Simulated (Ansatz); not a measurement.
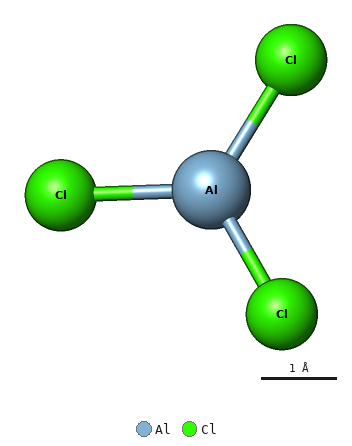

**Figure 1.** The structure as given in the input (ball-and-stick view, seen at a tilt). Sticks mark near contacts. Bond lengths as drawn: Al–Cl 2.07 Å.

**Frequency calculation, with input and output: AlCl3**

System: AlCl3.
Method: RKS PBE0-D4/def2-TZVP (Ansatz 0.2.0).

The geometry comes from this level: PBE0-D4/def2-TZVP. Figures and captions count atoms from 1; the log counts them from 0 in places.

### Input
```yaml
crystal:
  periodic: [false, false, false]
  atoms:
    - {symbol: Al, position_ang: [-0.111626, 0.727629, -0.677504]}
    - {symbol: Cl, position_ang: [1.825898, 0.035682, -0.893317]}
    - {symbol: Cl, position_ang: [-1.644098, -0.130057, -1.770815]}
    - {symbol: Cl, position_ang: [-0.516490, 2.278507, 0.630276]}
basis:
  gaussian: {orbitals: def2-TZVP}
hamiltonian: {xc: pbe0, dispersion: d4}
phonons: {temperatures: {t_min: 298.15, t_max: 900, t_step: 200}}
```

Command:
```bash
ansatz run in.yaml --threads 8 --pin off --events-out ev --progress --plain --max-ram 19148MiB
```

### Log
```
Functional definition: PBE0
  name "PBE0"
  cite "Adamo & Barone, J. Chem. Phys. 110, 6158 (1999) doi:10.1063/1.478522"
  cite "Perdew, Burke & Ernzerhof, Phys. Rev. Lett. 77, 3865 (1996) doi:10.1103/PhysRevLett.77.3865"
  parent pbe
  parameter a = 0.25
  parameter kappa = 0.804
  parameter beta = 0.06672455060314922
  exchange = (1 - a)*pbe_x(kappa = kappa, mu = beta*pi^2/3) + a*exact_x
  correlation = pbe_c(beta = beta)
1083 factors; their error is unknown
mean field evaluation 1: about -44155.5936 eV, gradient 2.0e1 eV
mean field evaluation 2: about -44155.7342 eV, gradient 2.1e1 eV
mean field evaluation 4: about -44156.5495 eV, gradient 8.6e-1 eV
mean field evaluation 8: about -44156.6768 eV, gradient 6.3e-3 eV
mean field -44156.67677526 eV, -1622.7279410205 hartree, gradient 2.2e-5 eV, S^2 0.000000; 0 other end points of the search recorded, 0 dependent functions left out
the calculation of the forces begins
reference -44156.67680306 eV, -1622.7279420419 hartree; 32, 32 occupied and 116, 116 virtual orbitals, 1083 factors
these checks for a lower state are left out or cut short: stability, starts, cluster_reference, orbital_swaps, neighbouring_geometries, increment
1083 factors; their error is unknown
mean field evaluation 16: about -44156.6767 eV, gradient 8.9e-2 eV
mean field -44156.67676832 eV, -1622.7279407653 hartree, gradient 2.9e-6 eV, S^2 0.000000; 0 other end points of the search recorded, 0 dependent functions left out
the calculation of the forces begins
reference -44156.67679612 eV, -1622.7279417867 hartree; 32, 32 occupied and 116, 116 virtual orbitals, 1083 factors
these checks for a lower state are left out or cut short: stability, starts, cluster_reference, orbital_swaps, neighbouring_geometries, increment
1083 factors; their error is unknown
mean field -44156.67675812 eV, -1622.7279403904 hartree, gradient 2.9e-6 eV, S^2 0.000000; 0 other end points of the search recorded, 0 dependent functions left out
the calculation of the forces begins
reference -44156.67678591 eV, -1622.7279414118 hartree; 32, 32 occupied and 116, 116 virtual orbitals, 1083 factors
these checks for a lower state are left out or cut short: stability, starts, cluster_reference, orbital_swaps, neighbouring_geometries, increment
1083 factors; their error is unknown
mean field evaluation 32: about -44156.6767 eV, gradient 6.9e-5 eV
mean field -44156.67669312 eV, -1622.7279380017 hartree, gradient 1.6e-6 eV, S^2 0.000000; 0 other end points of the search recorded, 0 dependent functions left out
the calculation of the forces begins
reference -44156.67672091 eV, -1622.7279390231 hartree; 32, 32 occupied and 116, 116 virtual orbitals, 1083 factors
these checks for a lower state are left out or cut short: stability, starts, cluster_reference, orbital_swaps, neighbouring_geometries, increment
1083 factors; their error is unknown
mean field -44156.67669345 eV, -1622.7279380137 hartree, gradient 1.8e-6 eV, S^2 0.000000; 0 other end points of the search recorded, 0 dependent functions left out
the calculation of the forces begins
reference -44156.67672124 eV, -1622.7279390352 hartree; 32, 32 occupied and 116, 116 virtual orbitals, 1083 factors
these checks for a lower state are left out or cut short: stability, starts, cluster_reference, orbital_swaps, neighbouring_geometries, increment
1083 factors; their error is unknown
mean field -44156.67676230 eV, -1622.7279405442 hartree, gradient 1.5e-6 eV, S^2 0.000000; 0 other end points of the search recorded, 0 dependent functions left out
the calculation of the forces begins
reference -44156.67679010 eV, -1622.7279415656 hartree; 32, 32 occupied and 116, 116 virtual orbitals, 1083 factors
these checks for a lower state are left out or cut short: stability, starts, cluster_reference, orbital_swaps, neighbouring_geometries, increment
1083 factors; their error is unknown
mean field -44156.67678311 eV, -1622.7279413089 hartree, gradient 1.5e-6 eV, S^2 0.000000; 0 other end points of the search recorded, 0 dependent functions left out
the calculation of the forces begins
reference -44156.67681091 eV, -1622.7279423304 hartree; 32, 32 occupied and 116, 116 virtual orbitals, 1083 factors
these checks for a lower state are left out or cut short: stability, starts, cluster_reference, orbital_swaps, neighbouring_geometries, increment
1083 factors; their error is unknown
mean field -44156.67678373 eV, -1622.7279413317 hartree, gradient 2.0e-6 eV, S^2 0.000000; 0 other end points of the search recorded, 0 dependent functions left out
the calculation of the forces begins
reference -44156.67681153 eV, -1622.7279423533 hartree; 32, 32 occupied and 116, 116 virtual orbitals, 1083 factors
these checks for a lower state are left out or cut short: stability, starts, cluster_reference, orbital_swaps, neighbouring_geometries, increment
1083 factors; their error is unknown
mean field evaluation 64: about -44156.6767 eV, gradient 3.4e-5 eV
mean field -44156.67670860 eV, -1622.7279385705 hartree, gradient 2.0e-6 eV, S^2 0.000000; 0 other end points of the search recorded, 0 dependent functions left out
the calculation of the forces begins
reference -44156.67673639 eV, -1622.7279395919 hartree; 32, 32 occupied and 116, 116 virtual orbitals, 1083 factors
these checks for a lower state are left out or cut short: stability, starts, cluster_reference, orbital_swaps, neighbouring_geometries, increment
1083 factors; their error is unknown
mean field -44156.67670328 eV, -1622.7279383750 hartree, gradient 2.0e-6 eV, S^2 0.000000; 0 other end points of the search recorded, 0 dependent functions left out
the calculation of the forces begins
reference -44156.67673107 eV, -1622.7279393964 hartree; 32, 32 occupied and 116, 116 virtual orbitals, 1083 factors
these checks for a lower state are left out or cut short: stability, starts, cluster_reference, orbital_swaps, neighbouring_geometries, increment
1083 factors; their error is unknown
mean field -44156.67678256 eV, -1622.7279412885 hartree, gradient 2.0e-6 eV, S^2 0.000000; 0 other end points of the search recorded, 0 dependent functions left out
the calculation of the forces begins
reference -44156.67681036 eV, -1622.7279423100 hartree; 32, 32 occupied and 116, 116 virtual orbitals, 1083 factors
these checks for a lower state are left out or cut short: stability, starts, cluster_reference, orbital_swaps, neighbouring_geometries, increment
1083 factors; their error is unknown
mean field -44156.67674038 eV, -1622.7279397383 hartree, gradient 1.8e-6 eV, S^2 0.000000; 0 other end points of the search recorded, 0 dependent functions left out
the calculation of the forces begins
reference -44156.67676817 eV, -1622.7279407597 hartree; 32, 32 occupied and 116, 116 virtual orbitals, 1083 factors
these checks for a lower state are left out or cut short: stability, starts, cluster_reference, orbital_swaps, neighbouring_geometries, increment
1083 factors; their error is unknown
mean field -44156.67678720 eV, -1622.7279414592 hartree, gradient 1.7e-6 eV, S^2 0.000000; 0 other end points of the search recorded, 0 dependent functions left out
the calculation of the forces begins
reference -44156.67681500 eV, -1622.7279424807 hartree; 32, 32 occupied and 116, 116 virtual orbitals, 1083 factors
these checks for a lower state are left out or cut short: stability, starts, cluster_reference, orbital_swaps, neighbouring_geometries, increment
1083 factors; their error is unknown
mean field evaluation 96: about -44156.6767 eV, gradient 1.8e-6 eV
mean field -44156.67673122 eV, -1622.7279394019 hartree, gradient 1.8e-6 eV, S^2 0.000000; 0 other end points of the search recorded, 0 dependent functions left out
the calculation of the forces begins
reference -44156.67675902 eV, -1622.7279404233 hartree; 32, 32 occupied and 116, 116 virtual orbitals, 1083 factors
these checks for a lower state are left out or cut short: stability, starts, cluster_reference, orbital_swaps, neighbouring_geometries, increment
1083 factors; their error is unknown
mean field -44156.67678545 eV, -1622.7279413949 hartree, gradient 1.8e-6 eV, S^2 0.000000; 0 other end points of the search recorded, 0 dependent functions left out
the calculation of the forces begins
reference -44156.67681325 eV, -1622.7279424165 hartree; 32, 32 occupied and 116, 116 virtual orbitals, 1083 factors
Total energy: -44156.79829489 eV, -1622.7324067842 hartree
Atom 0 at    -0.111626     0.727629    -0.677504 Å, force    -0.000162     0.001479    -0.001407 eV/Å
Atom 1 at     1.825898     0.035682    -0.893317 Å, force     0.002756    -0.001458     0.000169 eV/Å
Atom 2 at    -1.644098    -0.130057    -1.770815 Å, force    -0.002074    -0.001670    -0.001036 eV/Å
Atom 3 at    -0.516490     2.278507     0.630276 Å, force    -0.000519     0.001650     0.002274 eV/Å
Dipole moment:    -0.000039    -0.000360     0.000380 e Å
Vibrations: 143.72 143.76 202.32 385.87 626.20 626.21 cm⁻¹, zero-point energy 0.131923 eV
```

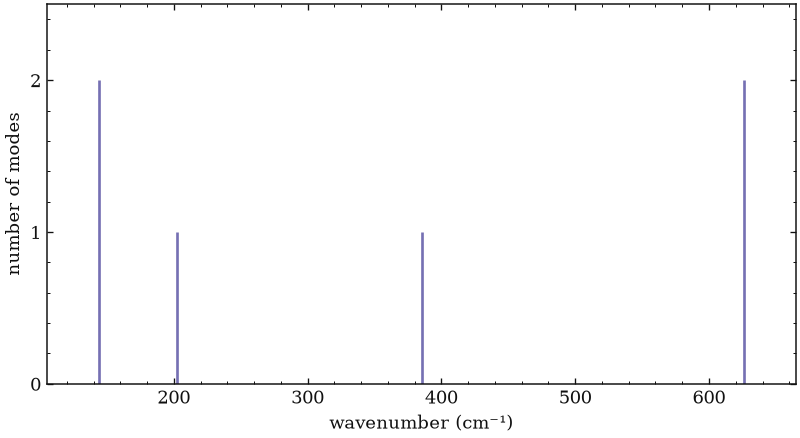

**Figure 2.** Harmonic vibrational wavenumbers from the force constants; neighbouring modes closer than 3 cm⁻¹ are counted in one stick. 6 modes from 144 to 626 cm⁻¹, none imaginary.

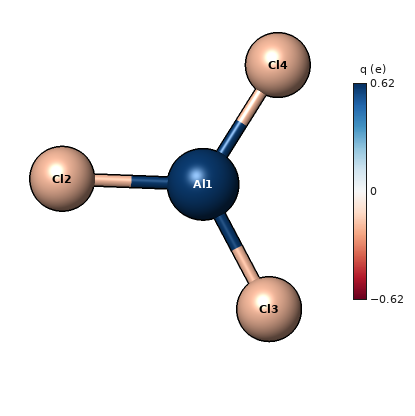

**Figure 3.** Mulliken charges, as the colour of each atom (ball-and-stick view, seen on its broad side; atoms are numbered from 1 in the order of the input). By element: Al +0.59 and Cl −0.20 e.

### Summary

```json
{"quantity": "outcome", "value": "converged"}
{"quantity": "total energy", "value": "−44156.7983 eV"}
{"quantity": "mean-field energy", "value": "−44156.6768 eV"}
{"quantity": "dispersion energy", "value": "−0.1215 eV"}
{"quantity": "largest force (length of the vector)", "value": "0.003 eV/Å"}
{"quantity": "dipole moment", "value": "0.00 D"}
{"quantity": "hardware", "value": "8 threads of Arm Neoverse V1, 23 GiB of memory available, shared host"}
{"quantity": "wall time", "value": "11 s (CPU time 73 s)"}
{"quantity": "peak memory", "value": "0.54 GiB"}
```
